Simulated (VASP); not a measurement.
Band structure of Pt3Ti (L1_2). Method: AM05 GGA, VASP's PBE PAW potentials (set 64) (plane waves; VASP).

Unless said otherwise, spin-orbit coupling is left out, though it shifts the bands of the heavy elements here.

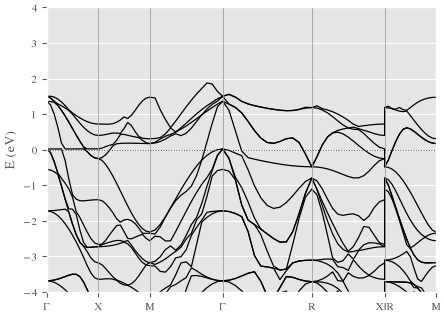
*Bands along high-symmetry lines, zero at the valence-band maximum or, without a gap, the Fermi level*

Q: Read the plot: is there a gap, and where are the band edges?

A: It has no gap at this level: it comes out as a metal or semimetal. (Edges off the drawn lines would not show.)

The compound is Pt3Ti in the L1_2 structure. It was relaxed first.
